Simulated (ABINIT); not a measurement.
# Quasiparticle gap of SiO2 (Stishovite) in ABINIT, part 2 of 3

How does a plane-wave GW calculation on SiO2 (Stishovite) run from the first input to the gap?

ABINIT 10.8.3; PBE and many-body steps on it, plane waves. Known limits of the many-body steps: not at the basis limit; coarse k mesh.

So far. Step 2 (Ground state): The gap is direct, at Γ.

### 3. Bands along the symmetry lines

Level of this step: DFT, PBE, plane waves, norm-conserving pseudopotentials (ABINIT).

Levels along a band path, at the cheap level, show where the edges lie and whether the meshes to come will hold them.

run.abi reads:

```
acell 3*1.0 Angstrom
rprim 
  4.177300000000 0.000000000000 0.000000000000
  0.000000000000 4.177300000000 0.000000000000
  0.000000000000 0.000000000000 2.665200000000
ntypat 2
znucl 14 8
natom 6
typat 1 1 2 2 2 2
xred 
  0.000000000000 0.000000000000 0.000000000000
  0.500000000000 0.500000000000 0.500000000000
  0.305900000000 0.305900000000 0.000000000000
  0.194100000000 0.805900000000 0.500000000000
  0.694100000000 0.694100000000 0.000000000000
  0.805900000000 0.194100000000 0.500000000000
pp_dirpath "pseudos"
pseudos "Si.upf, O.upf"
ecut 36
iscf -2
irdden 1
kptopt 0
nkpt 75
kpt 
  0.00000000 0.00000000 0.00000000
  0.00000000 0.06250000 0.00000000
  0.00000000 0.12500000 0.00000000
  0.00000000 0.18750000 0.00000000
  0.00000000 0.25000000 0.00000000
  0.00000000 0.31250000 0.00000000
  0.00000000 0.37500000 0.00000000
  0.00000000 0.43750000 0.00000000
  0.00000000 0.50000000 0.00000000
  0.06250000 0.50000000 0.00000000
  0.12500000 0.50000000 0.00000000
  0.18750000 0.50000000 0.00000000
  0.25000000 0.50000000 0.00000000
  0.31250000 0.50000000 0.00000000
  0.37500000 0.50000000 0.00000000
  0.43750000 0.50000000 0.00000000
  0.50000000 0.50000000 0.00000000
  0.43750000 0.43750000 0.00000000
  0.37500000 0.37500000 0.00000000
  0.31250000 0.31250000 0.00000000
  0.25000000 0.25000000 0.00000000
  0.18750000 0.18750000 0.00000000
  0.12500000 0.12500000 0.00000000
  0.06250000 0.06250000 0.00000000
  0.00000000 0.00000000 0.00000000
  0.00000000 0.00000000 0.06250000
  0.00000000 0.00000000 0.12500000
  0.00000000 0.00000000 0.18750000
  0.00000000 0.00000000 0.25000000
  0.00000000 0.00000000 0.31250000
  0.00000000 0.00000000 0.37500000
  0.00000000 0.00000000 0.43750000
  0.00000000 0.00000000 0.50000000
  0.00000000 0.06250000 0.50000000
  0.00000000 0.12500000 0.50000000
  0.00000000 0.18750000 0.50000000
  0.00000000 0.25000000 0.50000000
  0.00000000 0.31250000 0.50000000
  0.00000000 0.37500000 0.50000000
  0.00000000 0.43750000 0.50000000
  0.00000000 0.50000000 0.50000000
  0.06250000 0.50000000 0.50000000
  0.12500000 0.50000000 0.50000000
  0.18750000 0.50000000 0.50000000
  0.25000000 0.50000000 0.50000000
  0.31250000 0.50000000 0.50000000
  0.37500000 0.50000000 0.50000000
  0.43750000 0.50000000 0.50000000
  0.50000000 0.50000000 0.50000000
  0.43750000 0.43750000 0.50000000
  0.37500000 0.37500000 0.50000000
  0.31250000 0.31250000 0.50000000
  0.25000000 0.25000000 0.50000000
  0.18750000 0.18750000 0.50000000
  0.12500000 0.12500000 0.50000000
  0.06250000 0.06250000 0.50000000
  0.00000000 0.00000000 0.50000000
  0.00000000 0.50000000 0.00000000
  0.00000000 0.50000000 0.06250000
  0.00000000 0.50000000 0.12500000
  0.00000000 0.50000000 0.18750000
  0.00000000 0.50000000 0.25000000
  0.00000000 0.50000000 0.31250000
  0.00000000 0.50000000 0.37500000
  0.00000000 0.50000000 0.43750000
  0.00000000 0.50000000 0.50000000
  0.50000000 0.50000000 0.00000000
  0.50000000 0.50000000 0.06250000
  0.50000000 0.50000000 0.12500000
  0.50000000 0.50000000 0.18750000
  0.50000000 0.50000000 0.25000000
  0.50000000 0.50000000 0.31250000
  0.50000000 0.50000000 0.37500000
  0.50000000 0.50000000 0.43750000
  0.50000000 0.50000000 0.50000000
istwfk *1
nband 28
nbdbuf 7
tolwfr 1e-07
nstep 50
prtwf 0
prtvol 0
indata_prefix "in"
outdata_prefix "out"
tmpdata_prefix "tmp"
```

Launch:

```
$ OMP_NUM_THREADS=1 mpirun -n 8 abinit run.abi > log
```

Numbers of over 12 decimals in the logs are rounded to 6 here.

The program printed:

```text
.Version 10.8.3 of ABINIT. v10.8.2 released Aug 2026.

 Symmetries : space group P4_2/m n m (#136); Bravais tP (primitive tetrag.)
[... echo of the input left out ...]
== DATASET  1 ==================================================================
-   mpi_nproc: 8, omp_nthreads: 1 (-1 if OMP is not activated)

--- !DatasetInfo
iteration_state: {dtset: 1, }
dimensions: {natom: 6, nkpt: 75, mband: 28, nsppol: 1, nspinor: 1, nspden: 1, mpw: 3273, }
cutoff_energies: {ecut:  36.0, pawecutdg:  -1.0, }
electrons: {nelect:   3.20000000E+01, charge:   0.00000000E+00, occopt:   1.00000000E+00, tsmear:   1.00000000E-02, }

 Real(R)+Recip(G) space primitive vectors, cartesian coordinates (Bohr,Bohr^-1):
 R(1)=  7.8939529  0.0000000  0.0000000  G(1)=  0.1266792  0.0000000  0.0000000
 R(2)=  0.0000000  7.8939529  0.0000000  G(2)=  0.0000000  0.1266792  0.0000000
 R(3)=  0.0000000  0.0000000  5.0364981  G(3)=  0.0000000  0.0000000  0.1985507
 Unit cell volume ucvol=  3.1384682E+02 bohr^3
 Angles (23,13,12)=  9.00000000E+01  9.00000000E+01  9.00000000E+01 degrees

 getcut: wavevector=  0.0000  0.0000  0.0000  ngfft=  45  45  30
         ecut(hartree)=     36.000   => boxcut(ratio)=   2.06368

--- Pseudopotential description ------------------------------------------------
- Si Generated using ONCVPSP code by D. R. Hamann
- 14.00000   4.00000  171031                  znucl, zion, pspdat
12 -101130 2 -1 1510                          pspcod,pspxc,lmax,lloc,mmax
     nproj     2     2     2
  pspatm : epsatm=    9.34321561
         --- l  ekb(1:nproj) -->
             0    5.168965    0.829883
             1    2.571282    0.578307
             2   -2.427311   -0.488097
 pspatm: atomic psp has been read  and splines computed

- O Generated using ONCVPSP code by D. R. Hamann
-  8.00000   6.00000  171031                  znucl, zion, pspdat
12 -101130 2 -1 936                           pspcod,pspxc,lmax,lloc,mmax
     nproj     2     2     1
  pspatm : epsatm=    6.19545534
         --- l  ekb(1:nproj) -->
[...]
2   -1.331955
 pspatm: atomic psp has been read  and splines computed

--------------------------------------------------------------------------------

================================================================================
 prteigrs : about to open file out_EIG
 Non-SCF case, kpt    1 (  0.00000  0.00000  0.00000), residuals and eigenvalues=
  4.36E-08  4.60E-08  3.56E-08  3.02E-08  4.49E-08  4.14E-08  3.90E-08  5.86E-08
  6.22E-08  3.94E-08  4.06E-08  5.21E-08  5.96E-08  3.11E-08  3.81E-08  5.71E-08
  2.41E-08  6.14E-08  5.71E-08  3.05E-08  7.93E-08  5.19E-08  1.00E-05  1.41E-05
  2.31E-04  3.82E-03  3.77E-04  1.02E-03
 -5.7612E-01 -4.4238E-01 -4.4238E-01 -4.3351E-01 -1.4830E-01  1.4920E-02
  1.4920E-02  2.2110E-02  5.3264E-02  6.3178E-02  1.3536E-01  1.3536E-01
  1.5875E-01  2.1854E-01  2.1854E-01  2.5103E-01  4.5999E-01  4.9956E-01
[...]
Non-SCF case, kpt   74 (  0.50000  0.50000  0.43750), residuals and eigenvalues=
[...]
Non-SCF case, kpt   75 (  0.50000  0.50000  0.50000), residuals and eigenvalues=
[...]
1.8652E-01  1.8652E-01  1.9417E-01  1.9417E-01  5.1719E-01  5.1719E-01
  6.5873E-01  6.5873E-01  6.8256E-01  6.8256E-01  7.6760E-01  7.6760E-01
[...]
--- !ResultsGS
iteration_state: {dtset: 1, }
comment   : Summary of ground state results
lattice_vectors:
- [  7.8939529,   0.0000000,   0.0000000, ]
- [  0.0000000,   7.8939529,   0.0000000, ]
- [  0.0000000,   0.0000000,   5.0364981, ]
lattice_lengths: [   7.89395,    7.89395,    5.03650, ]
lattice_angles: [ 90.000,  90.000,  90.000, ] # degrees, (23, 13, 12)
lattice_volume:   3.1384682E+02
convergence: {deltae:  0.000E+00, res2:  0.000E+00, residm:  9.983E-08, diffor:  0.000E+00, }
etotal    :  -7.48647989E+01
entropy   :   0.00000000E+00
fermie    :   2.51031542E-01
cartesian_stress_tensor: null
pressure_GPa: null
xred      :
- [  0.0000E+00,   0.0000E+00,   0.0000E+00, Si]
- [  5.0000E-01,   5.0000E-01,   5.0000E-01, Si]
- [  3.0590E-01,   3.0590E-01,   0.0000E+00,  O]
- [  1.9410E-01,   8.0590E-01,   5.0000E-01,  O]
- [  6.9410E-01,   6.9410E-01,   0.0000E+00,  O]
- [  8.0590E-01,   1.9410E-01,   5.0000E-01,  O]
cartesian_forces: null
force_length_stats: {min: null, max: null, mean: null, }

 Integrated electronic density in atomic spheres:
 ------------------------------------------------
 Atom  Sphere_radius  Integrated_density
[...]
================================================================================

 ----iterations are completed or convergence reached----

 Mean square residual over all n,k,spin=   49.836E-09; max=  99.830E-09
 reduced coordinates (array xred) for    6 atoms
[...]
0.694100000000      0.694100000000      0.000000000000
       0.805900000000      0.194100000000      0.500000000000

 cartesian coordinates (angstrom) at end:
[...]
length scales=  1.889726125908  1.889726125908  1.889726125908 bohr
              =  1.000000000000  1.000000000000  1.000000000000 angstroms
 prteigrs : about to open file out_EIG
 Eigenvalues (hartree) for nkpt=  75  k points:
 kpt#   1, nband= 28, wtk=  1.00000, kpt=  0.0000  0.0000  0.0000 (reduced coord)
[...]
kpt#   2, nband= 28, wtk=  1.00000, kpt=  0.0000  0.0625  0.0000 (reduced coord)
[...]
kpt#   3, nband= 28, wtk=  1.00000, kpt=  0.0000  0.1250  0.0000 (reduced coord)
[...]
kpt#  74, nband= 28, wtk=  1.00000, kpt=  0.5000  0.5000  0.4375 (reduced coord)
[...]
0.82130    0.82194    0.83148    0.83243
 kpt#  75, nband= 28, wtk=  1.00000, kpt=  0.5000  0.5000  0.5000 (reduced coord)
[...]
0.08420    0.08420    0.08573    0.08573    0.18652    0.18652    0.19417    0.19417
   0.51719    0.51719    0.65873    0.65873    0.68256    0.68256    0.76760    0.76760
   0.82694    0.82748    0.83706    0.83920

== END DATASET(S) ==============================================================
================================================================================

 -outvars: echo values of variables after computation  --------
            nband          28
             nkpt          75
          spgroup         136
 [... the other variables as echoed above ...]

 Calculation completed.
```

Wall time 14 s (8 MPI ranks of Arm Neoverse V2, shared host); peak memory 0.66 GiB; 1.9 min of CPU time.

Numbers from this step:

* gap: 5.686 eV
* k of the valence top: 0, 0, 0
* k of the conduction bottom: 0, 0, 0
* least direct gap: 5.686 eV

The gap is 5.686 eV, as in the run before at this level.

Electronic bands along the path, in eV, zero at the top of the highest filled band:

```tsv
point	band 13	band 14	band 15	band 16	band 17	band 18	band 19	band 20
Γ	-2.51	-0.88	-0.88	0.00	5.69	6.76	8.59	8.59
X	-2.70	-2.70	-1.07	-1.07	7.79	7.79	9.17	9.17
M	-2.66	-2.66	-2.27	-2.27	7.49	7.49	10.14	10.14
Γ	-2.51	-0.88	-0.88	0.00	5.69	6.76	8.59	8.59
Z	-3.06	-3.06	-2.67	-2.67	9.15	9.15	12.69	12.69
R	-2.29	-2.29	-1.75	-1.75	8.83	8.83	9.95	9.95
A	-1.76	-1.76	-1.55	-1.55	7.24	7.24	11.09	11.09
Z	-3.06	-3.06	-2.67	-2.67	9.15	9.15	12.69	12.69
jump to X	-2.70	-2.70	-1.07	-1.07	7.79	7.79	9.17	9.17
R	-2.29	-2.29	-1.75	-1.75	8.83	8.83	9.95	9.95
jump to M	-2.66	-2.66	-2.27	-2.27	7.49	7.49	10.14	10.14
A	-1.76	-1.76	-1.55	-1.55	7.24	7.24	11.09	11.09
```

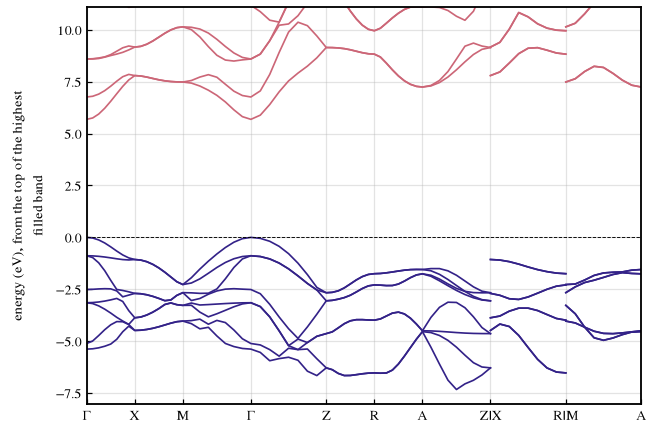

Electronic bands along the path; lines of filled and empty bands in two colours.

### 4. Empty states on the mesh, 4×4×4 mesh, 145 bands

The sums over transitions need many empty states on a uniform mesh; this step solves for them.

run.abi reads:

```
acell 3*1.0 Angstrom
rprim 
  4.177300000000 0.000000000000 0.000000000000
  0.000000000000 4.177300000000 0.000000000000
  0.000000000000 0.000000000000 2.665200000000
ntypat 2
znucl 14 8
natom 6
typat 1 1 2 2 2 2
xred 
  0.000000000000 0.000000000000 0.000000000000
  0.500000000000 0.500000000000 0.500000000000
  0.305900000000 0.305900000000 0.000000000000
  0.194100000000 0.805900000000 0.500000000000
  0.694100000000 0.694100000000 0.000000000000
  0.805900000000 0.194100000000 0.500000000000
pp_dirpath "pseudos"
pseudos "Si.upf, O.upf"
ecut 36
ngkpt 4 4 4
nshiftk 1
shiftk 0 0 0
kptopt 1
chksymbreak 0
irdden 1
istwfk *1
nband 145
prtvol 0
optdriver 6
gwr_task "HDIAGO"
paral_kgb 0
occopt 1
indata_prefix "in"
outdata_prefix "out"
tmpdata_prefix "tmp"
```

The program printed:

```text
[banner, memory and clock lines left out]
.Version 10.8.3 of ABINIT. v10.8.2 released Aug 2026.

 Symmetries : space group P4_2/m n m (#136); Bravais tP (primitive tetrag.)
[... echo of the input left out ...]
== DATASET  1 ==================================================================
-   mpi_nproc: 8, omp_nthreads: 1 (-1 if OMP is not activated)

--- !DatasetInfo
iteration_state: {dtset: 1, }
dimensions: {natom: 6, nkpt: 18, mband: 145, nsppol: 1, nspinor: 1, nspden: 1, mpw: 3273, }
cutoff_energies: {ecut:  36.0, pawecutdg:  -1.0, }
electrons: {nelect:   3.20000000E+01, charge:   0.00000000E+00, occopt:   1.00000000E+00, tsmear:   1.00000000E-02, }

.Using double precision arithmetic; gwpc =  8

- Reading GS density from: in_DEN

--- Pseudopotential description ------------------------------------------------
- Si Generated using ONCVPSP code by D. R. Hamann
- 14.00000   4.00000  171031                  znucl, zion, pspdat
12 -101130 2 -1 1510                          pspcod,pspxc,lmax,lloc,mmax
     nproj     2     2     2
  pspatm : epsatm=    9.34321561
         --- l  ekb(1:nproj) -->
             0    5.168965    0.829883
             1    2.571282    0.578307
             2   -2.427311   -0.488097
 pspatm: atomic psp has been read  and splines computed

- O Generated using ONCVPSP code by D. R. Hamann
-  8.00000   6.00000  171031                  znucl, zion, pspdat
12 -101130 2 -1 936                           pspcod,pspxc,lmax,lloc,mmax
     nproj     2     2     1
  pspatm : epsatm=    6.19545534
         --- l  ekb(1:nproj) -->
             0    6.056735    0.824024
             1   -4.717130   -1.149271
             2   -1.331955
 pspatm: atomic psp has been read  and splines computed

   1.39098408E+03                                ecore*ucvol(ha*bohr**3)

 Total charge density [el/Bohr^3]
)     Maximum=    1.0175E+00  at reduced coord.    0.2444    0.8444    0.5000
)     Minimum=    1.0558E-03  at reduced coord.    0.0000    0.0000    0.0000
   Integrated=    3.2000E+01

 === KS gaps after direct diagonalization ===
 Direct band gap semiconductor
 Fundamental gap:     5.686 (eV)
   VBM:     6.831 (eV) at k: [ 0.0000E+00,  0.0000E+00,  0.0000E+00]
   CBM:    12.517 (eV) at k: [ 0.0000E+00,  0.0000E+00,  0.0000E+00]
 Direct gap:         5.686 (eV) at k: [ 0.0000E+00,  0.0000E+00,  0.0000E+00]

== END DATASET(S) ==============================================================

 -outvars: echo values of variables after computation  --------
           etotal      0.0000000000E+00
            nband         145
             nkpt          18
          spgroup         136
 [... the other variables as echoed above ...]

 Calculation completed.
```

Wall time 67 s (8 MPI ranks); peak memory 5 GiB.

Numbers from this step:

```
gap                                                           : 5.686 eV
k of the valence top                                          : 0, 0, 0
k of the conduction bottom                                    : 0, 0, 0
least direct gap                                              : 5.686 eV
k points computed                                             : 18
lowest point of the top converged band, above the valence top : 95.2639 eV
```

On this mesh the gap is 5.686 eV.

### 5. Screening, 4×4×4 mesh, 137 bands, screening to 195.9 eV

The RPA dielectric matrix is built and inverted for each q.

This step: RPA screening on PBE, plane waves, norm-conserving pseudopotentials.

Edit run.abi of step 4 so:

```diff
@@ -24,10 +24,11 @@
 chksymbreak 0
-irdden 1
 istwfk *1
-nband 145
-prtvol 0
-optdriver 6
-gwr_task "HDIAGO"
-paral_kgb 0
 occopt 1
+irdwfk 1
+optdriver 3
+nband 137
+ecuteps 7.2
+inclvkb 2
+awtr 1
+symchi 1
 indata_prefix "in"
```

The program printed:

```text
.Version 10.8.3 of ABINIT. v10.8.2 released Aug 2026.

 Symmetries : space group P4_2/m n m (#136); Bravais tP (primitive tetrag.)
[... echo of the input left out ...]
== DATASET  1 ==================================================================
-   mpi_nproc: 8, omp_nthreads: 1 (-1 if OMP is not activated)

--- !DatasetInfo
iteration_state: {dtset: 1, }
dimensions: {natom: 6, nkpt: 18, mband: 137, nsppol: 1, nspinor: 1, nspden: 1, mpw: 3273, }
cutoff_energies: {ecut:  36.0, pawecutdg:  -1.0, }
electrons: {nelect:   3.20000000E+01, charge:   0.00000000E+00, occopt:   1.00000000E+00, tsmear:   1.00000000E-02, }

 SCREENING: Calculation of the susceptibility and dielectric matrices

 Based on a program developped by R.W. Godby, V. Olevano, G. Onida, and L. Reining.
 Incorporated in ABINIT by V. Olevano, G.-M. Rignanese, and M. Torrent.
.Using double precision arithmetic ; gwpc =  8

[... cell and pseudopotentials left out ...]
--------------------------------------------------------------------------------

 ==== K-mesh for the wavefunctions ====
 Number of points in the irreducible wedge :    18
[... list of points left out ...]
 Together with 16 symmetry operations and time-reversal symmetry
 yields    64 points in the full Brillouin Zone.

 ==== Q-mesh for the screening function ====
 Number of points in the irreducible wedge :    18
[... list of points left out ...]
 Together with 16 symmetry operations and time-reversal symmetry
 yields    64 points in the full Brillouin Zone.

 setmesh: FFT mesh size selected  =    32x   32x   20
          total number of points  =        20480

 vcoul_init : cutoff-mode = AUXILIARY_FUNCTION
 q-points for optical limit:   1
     1)      0.000010    0.000020    0.000030

- screening: taking advantage of time-reversal symmetry
- Maximum band index for partially occupied states nbvw = 16
- Remaining bands to be divided among processors   nbcw = 121
- Number of bands treated by each node ~15

 Number of electrons calculated from density =   32.0000; Expected =   32.0000
 average of density, n =  0.101961
 r_s =    1.3279
 omega_plasma =   30.8015 [eV]

 calculating chi0 at frequencies [eV] :
  1    0.000000E+00    0.000000E+00
  2    0.000000E+00    3.080149E+01

--------------------------------------------------------------------------------
  q-point number  1        q = ( 0.000000, 0.000000, 0.000000) [r.l.u.]
--------------------------------------------------------------------------------
[... chi0 elements left out ...]
 For q-point:  0.000010 0.000020 0.000030
  dielectric constant =   3.3686
  dielectric constant without local fields =   3.6388

  Average fulfillment of the sum rule on Im[epsilon] for q-point    1 :     73.30  [%]
[... wings left out ...]
  q-point number  2        q = ( 0.250000, 0.000000, 0.000000) [r.l.u.]
--------------------------------------------------------------------------------
[... chi0 elements left out ...]
  Average fulfillment of the sum rule on Im[epsilon] for q-point    2 :     83.64  [%]

 [... 16 further q-points ...]
```

The job ended after 61 s (8 MPI ranks; peak memory 2.4 GiB).

This step gave:

| Item | Value |
| --- | --- |
| ε∞ with local fields, on this mesh, along the program's q direction | 3.369 |
| the same without local fields | 3.639 |
| plasma frequency | 30.80 eV |
| plane waves in the screening matrix | 283 |

Local fields lower ε∞ by 7 %. On a Γ-centred mesh this coarse the value itself is usually too large, while a short band sum pulls it down.

(Continued in part 3 of 3.)

[Paths, hosts, dates, memory and timing lines, banners, echoed tables and standing remarks are left out of the program output.]

[Logs are printed without paths, hosts, clocks, repeated set-up lines and the standing remarks that a program may print on its own settings, such as how far it seeks lower states.]

[Runs of the session that timed out or met a known fault of the program may be left out.]

[Hosts, paths, dates, database ids (printed as entryN), source tags and the programs' standing remarks are cut or masked in the printed files.]

[G0W0 gaps are taken among the corrected bands and points alone; a level outside them can change the order at an edge.]

[Where Ansatz stands beside ABINIT at settings called matched, ABINIT's density can come from a denser mesh and the files from another edition; pairs whose starting gaps differed by over 0.03 eV were left out, so agreement reads better than it is.]
